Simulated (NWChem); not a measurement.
**InF (SMILES [F][In]): CCSD(T)/def2-TZVPP (core potential)**

Aim: the energy change on altering one bond length of InF at CCSD(T)/def2-TZVPP (core potential), from 2 runs. 

The results are computed with NWChem 7.3.0.

11 further runs of the same task are left out: 3 that didn't finish, 8 set aside as unsound or not needed. Runs told in other sessions of the task aren't counted.

**1. Starting point**

InF: 2 atoms, total charge 0, spin state singlet. SMILES: `[F][In]`. The shape is that of a PBE0-D4/def2-TZVP optimisation.

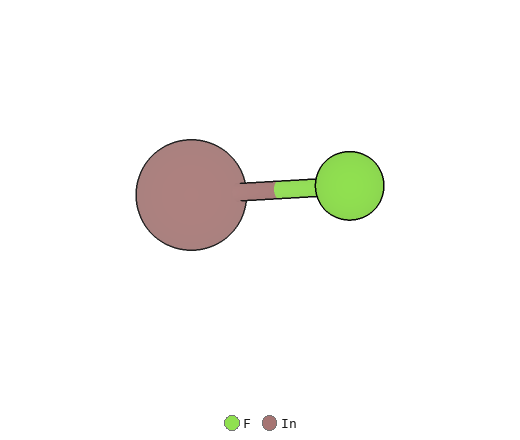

Viewed from a chosen angle; fluorine green, indium brown.

**2. A single-point energy at CCSD(T)/def2-TZVPP (core potential)**

work.nw

```
START work
memory total 2200 mb
GEOMETRY units bohr noautosym nocenter noautoz
  F   0.00000000  0.00000000  0.03006554
  In  0.00000000  0.00000000  3.79755583
END
BASIS spherical bse
  * library def2-TZVPP
END
ECP bse
  In library def2-TZVPP
END
SCF
  thresh 1e-08
  maxiter 80
END
CCSD
  freeze core 5
  maxiter 60
END
TASK ccsd(t) energy
```

Run with:

```
$ nwchem work.nw > work.out
```

What it wrote:

```text
Northwest Computational Chemistry Package (NWChem) 7.3.0
             --------------------------------------------------------

           Job information
           ---------------

    nwchem branch   = 7.3.0
    use scalapack   = T
    input           = work.nw
    prefix          = work.
    data base       = ./work.db
    status          = startup
    nproc           =        1

           Memory information
           ------------------

    heap     =     72089594 doubles =      550.0 Mbytes
    stack    =     72089599 doubles =      550.0 Mbytes
    global   =    144179200 doubles =     1100.0 Mbytes (distinct from heap & stack)
    total    =    288358393 doubles =     2200.0 Mbytes
    verify   = yes
    hardfail = no

           Directory information
           ---------------------

  0 permanent = .
  0 scratch   = .

                                NWChem Input Module
                                -------------------

                             Geometry "geometry" -> ""
                             -------------------------

 Output coordinates in a.u. (scale by  1.000000000 to convert to a.u.)

  No.       Tag          Charge          X              Y              Z
 ---- ---------------- ---------- -------------- -------------- --------------
    1 F                    9.0000     0.00000000     0.00000000     0.03006554
    2 In                  49.0000     0.00000000     0.00000000     3.79755583

      Atomic Mass
      -----------

      F                 18.998400
      In               114.904100

 Effective nuclear repulsion energy (a.u.)     117.0540508546

            Nuclear Dipole moment (a.u.)
            ----------------------------
        X                 Y               Z
 ---------------- ---------------- ----------------
     0.0000000000     0.0000000000   186.3508255300

            XYZ format geometry
            -------------------
     2
 geometry
 F                     0.00000000     0.00000000     0.01591000
 In                    0.00000000     0.00000000     2.00958015

 ==============================================================================
                                internuclear distances
 ------------------------------------------------------------------------------
       center one      |      center two      | atomic units |       a.u.
 ------------------------------------------------------------------------------
    2 In               |   1 F                |     3.76749  |     3.76749
 ------------------------------------------------------------------------------
                         number of included internuclear distances:          1
 ==============================================================================

 Summary of "ao basis" -> "" (spherical)
 ------------------------------------------------------------------------------
       Tag                 Description            Shells   Functions and Types
 ---------------- ------------------------------  ------  ---------------------
 *                         def2-TZVPP                 on all atoms

                 ECP       "ecp basis" -> "" (cartesian)
                -----
  [basis functions not shown]

                      Basis "ao basis" -> "ao basis" (spherical)
                      -----
  [basis functions not shown]

 Summary of "ao basis" -> "ao basis" (spherical)
 ------------------------------------------------------------------------------
       Tag                 Description            Shells   Functions and Types
 ---------------- ------------------------------  ------  ---------------------
 F                         def2-TZVPP               11       31   5s3p2d1f
 In                        def2-TZVPP               16       50   6s5p3d2f

                                 NWChem SCF Module
                                 -----------------

  ao basis        = "ao basis"
  functions       =    81
  atoms           =     2
  closed shells   =    15
  open shells     =     0
  charge          =   0.00
  wavefunction    = RHF
  input vectors   = atomic
  output vectors  = ./work.movecs
  use symmetry    = F
  symmetry adapt  = F

 Summary of "ao basis" -> "ao basis" (spherical)
 ------------------------------------------------------------------------------
       Tag                 Description            Shells   Functions and Types
 ---------------- ------------------------------  ------  ---------------------
 F                         def2-TZVPP               11       31   5s3p2d1f
 In                        def2-TZVPP               16       50   6s5p3d2f

 Forming initial guess at       0.1s

      Superposition of Atomic Density Guess
      -------------------------------------

 Sum of atomic energies:        -317.47749819

      Non-variational initial energy
      ------------------------------

 Total energy =    -288.440635
 1-e energy   =    -574.095639
 2-e energy   =     235.488982
 HOMO         =      -0.326962
 LUMO         =      -0.001726

 Starting SCF solution at       0.6s

 ----------------------------------------------
         Quadratically convergent ROHF

 Convergence threshold     :          1.000E-08
 Maximum no. of iterations :           80
 Final Fock-matrix accuracy:          1.000E-10
 ----------------------------------------------

[... 8 lines left out ...]
       Final RHF  results
[... 2 lines left out ...]
         Total SCF energy =   -288.755946320791
      One-electron energy =   -575.762192109161
      Two-electron energy =    236.840223993526
 Nuclear repulsion energy =     50.166021794843
[... 3 lines left out ...]
             Final eigenvalues
[... 29 lines left out ...]
                       ROHF Final Molecular Orbital Analysis
[... 143 lines left out ...]
 Vector   26  Occ=0.000000D+00  E= 3.038394D-01
              MO Center= -3.5D-14, -1.6D-14,  2.1D+00, r^2= 5.3D+00
   Bfn.  Coefficient  Atom+Function         Bfn.  Coefficient  Atom+Function
  ----- ------------  ---------------      ----- ------------  ---------------
    66      1.181768  2 In d  1              12     -0.315045  1 F  px
    47      0.197497  2 In px

 Vector   27  Occ=0.000000D+00  E= 3.406066D-01
              MO Center=  7.1D-14,  1.4D-14,  1.9D+00, r^2= 6.1D+00
   Bfn.  Coefficient  Atom+Function         Bfn.  Coefficient  Atom+Function
  ----- ------------  ---------------      ----- ------------  ---------------
     5      1.646779  1 F  s                 49      1.562337  2 In pz
    65     -1.517274  2 In d  0              14      0.572973  1 F  pz
    37     -0.519344  2 In s                 36     -0.429628  2 In s
[... 4 lines of this table left out ...]
              MO Center=  1.4D-15,  3.1D-15,  2.0D+00, r^2= 4.6D+00
   Bfn.  Coefficient  Atom+Function         Bfn.  Coefficient  Atom+Function
  ----- ------------  ---------------      ----- ------------  ---------------
    48     -2.142710  2 In py                45      2.020064  2 In py
    51      0.804125  2 In py                42     -0.648300  2 In py
    47      0.198849  2 In px                44     -0.187467  2 In px

 center of mass
 --------------
 x =   0.00000000 y =   0.00000000 z =   3.26301549

 moments of inertia (a.u.)
 ------------------
         231.402555364659           0.000000000000           0.000000000000
           0.000000000000         231.402555364659           0.000000000000
           0.000000000000           0.000000000000           0.000000000000

  Mulliken analysis of the total density
  --------------------------------------

    Atom       Charge   Shell Charges
 -----------   ------   -------------------------------------------------------
    1 F    9     9.65   0.77  1.20  0.59  0.99  0.40  2.23  2.27  1.20  0.00  0.00  0.00
    2 In  21    20.35   0.40 -0.84  1.58  0.85  1.02  0.88 -0.41  6.37  0.21  0.17  0.02  8.95  1.05  0.07  0.00  0.03

       Multipole analysis of the density wrt the origin
       ------------------------------------------------

     L   x y z        total         open         nuclear
     -   - - -        -----         ----         -------
     0   0 0 0      0.000000      0.000000     30.000000

     1   1 0 0      0.000000      0.000000      0.000000
[... 8 lines of this table left out ...]
     2   0 0 2    -19.053117      0.000000    302.858171

                   Four-Index Transformation
                   -------------------------
          Number of basis functions:             81
          Number of shells:                      27
          Number of occupied orbitals:           15
          Number of occ. correlated orbitals:    10
          Block length:                          16
          Superscript MO index range:      6 -   15
          Subscript MO index range:        6 -   81
          MO coefficients read from:  ./work.movecs
          Number of operator matrices in core:  110
          Half-transformed integrals produced

     Pass:    1     Index range:    6  -   15     Time:      3.00
 ------------------------------------------
 MP2 Energy (coupled cluster initial guess)
 ------------------------------------------
 Reference energy:           -288.755946320791111
 MP2 Corr. energy:             -0.522940179983841
 Total MP2 energy:           -289.278886500774945

 ****************************************************************************
              the segmented parallel ccsd program:    1 nodes
 ****************************************************************************

 level of theory    ccsd(t)
 number of core         5
 number of occupied    10
 number of virtual     66
 number of deleted      0
 total functions       81
 number of shells      27
 basis label          566

   ***** ccsd parameters *****
   iprt   =     0
   convi  =  0.100E-05
   maxit  =    60
   mxvec  =     5
 memory            144155100
  Using  1 OpenMP thread(s) in CCSD
  Failed reading restart vector from ./work.t2
  Using MP2 initial guess vector

 iter     correlation     delta       rms       T2     Non-T2      Main
             energy      energy      error      ampl     ampl      Block
                                                time     time      time
   1     -0.5000178143 -5.000D-01  1.578D-01     5.82     0.00     5.63
   2     -0.5147128318 -1.470D-02  1.587D-01     5.81     0.00     5.61
   3     -0.5130952203  1.618D-03  1.348D-02     5.88     0.00     5.70
[... 10 lines of this table left out ...]
  14     -0.5149125119 -5.741D-09  6.178D-07     5.82     0.00     5.64
                  *************converged*************

 -----------
 CCSD Energy
 -----------
 Reference energy:            -288.755946320791111
 CCSD corr. energy:             -0.514912511901747
 Total CCSD energy:           -289.270858832692852

 --------------------------------
 Spin Component Scaled (SCS) CCSD
 --------------------------------
 Same spin contribution:                 -0.143452317508740
 Same spin scaling factor:                1.130000000000000
 Opposite spin contribution:             -0.371460194393007
 Opposite spin scaling fact.:             1.270000000000000
 SCS-CCSD correlation energy:            -0.633855565663995
 Total SCS-CCSD energy:                -289.389801886455132
 memory            144155100

*********triples calculation*********

nkpass=    1; nvpass=    1; memdrv=         232782; memtrn=        3234063; memavail=      144154428
 memory available/node                      144154428
 total number of virtual orbitals        66
 number of virtuals per integral pass    66
 number of integral evaluations           1
 number of occupied per triples pass     10
 number of triples passes                 1

 commencing integral evaluation        1 at          84.63
  symmetry use  F
 commencing triples evaluation - blocking       1
 Time for integral evaluation pass     1        4.94
 Time for triples evaluation pass      1        8.40

 pseudo-e(mp4)  -0.17209144844258E-01
 pseudo-e(mp5)   0.19905670177122E-02
        e(t)    -0.15218577826546E-01

 --------------
 CCSD(T) Energy
 --------------
 Reference energy:                    -288.755946320791111

 CCSD corr. energy:                     -0.514912511901747
 T(CCSD) corr. energy:                  -0.017209144844258
 Total CCSD+T(CCSD) energy:           -289.288067977537139

 CCSD corr. energy:                     -0.514912511901747
 (T) corr. energy:                      -0.015218577826546
 Total CCSD(T) energy:                -289.286077410519397

 routine      calls  cpu(0)   cpu-min  cpu-ave  cpu-max   i/o
 aoccsd          1     0.01     0.01     0.01     0.01    0.00
 iterdrv         1     0.02     0.02     0.02     0.02    0.00
 pampt          14     0.13     0.13     0.13     0.13    0.00
[... 16 lines of this table left out ...]
 Total                94.58    94.58    94.58    94.58    0.00

 Task  times  cpu:      114.1s     wall:      114.1s
 Total times  cpu:      114.1s     wall:      114.1s
```

It took 1.9 min on 1 thread of Intel Xeon at 2.80GHz (Skylake/Cascade Lake), shared host; peak memory 0.21 GiB.

(Part 1 of 2 ends here.)
